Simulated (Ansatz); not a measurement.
```sh
ansatz run in.yaml --threads 2 --pin off --events-out ev --progress --plain --max-ram 22528MiB --backend cpu
```

```yaml
crystal:
  periodic: [false, false, false]
  atoms:
    - {symbol: C, position_ang: [-1.006956, 0.446890, -0.840675]}
    - {symbol: Si, position_ang: [0.347490, 0.021935, 0.328143]}
    - {symbol: O, position_ang: [-0.317427, -0.419153, 1.744183]}
    - {symbol: O, position_ang: [1.330744, -1.187389, -0.168211]}
    - {symbol: F, position_ang: [1.274476, 1.313590, 0.517559]}
    - {symbol: H, position_ang: [-1.643641, 1.228872, -0.421422]}
    - {symbol: H, position_ang: [-1.627054, -0.429035, -1.040732]}
    - {symbol: H, position_ang: [-0.605045, 0.807777, -1.789902]}
    - {symbol: H, position_ang: [0.238814, -0.877270, 2.375961]}
    - {symbol: H, position_ang: [2.091800, -0.957218, -0.702007]}
basis:
  gaussian: {orbitals: def2-TZVPP}
hamiltonian: {xc: r2scan, dispersion: d4}
output: {forces: true, orbitals: {seedname: orbitals}}
```

What structure does this define?

The molecule is CH₅FO₂Si. As SMILES it reads `C[Si](O)(O)F`. It has no ring. Among its groups: Si–O bond. The point group is C1. Coordination: 1 C tetrahedral; 1 Si tetrahedral; 2 O bent.

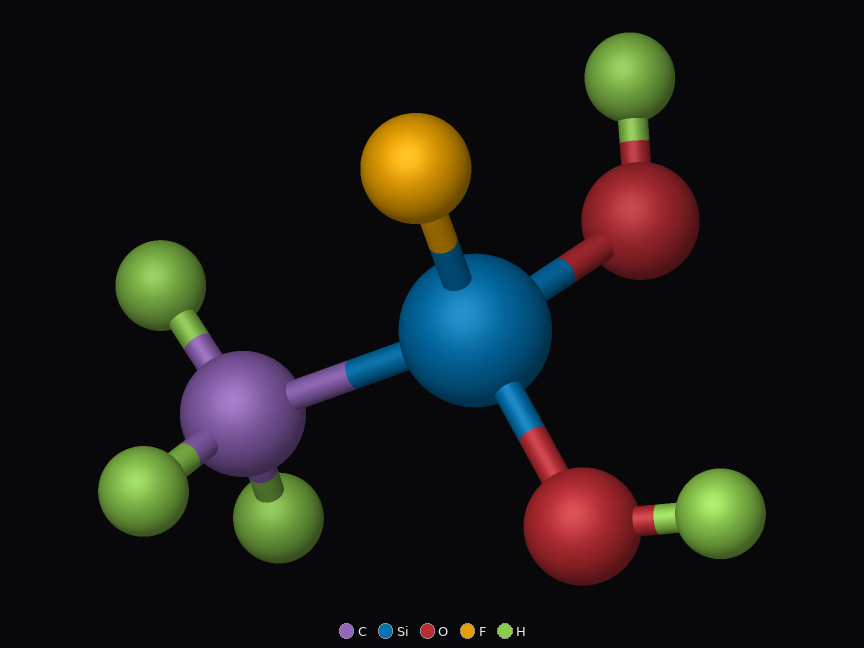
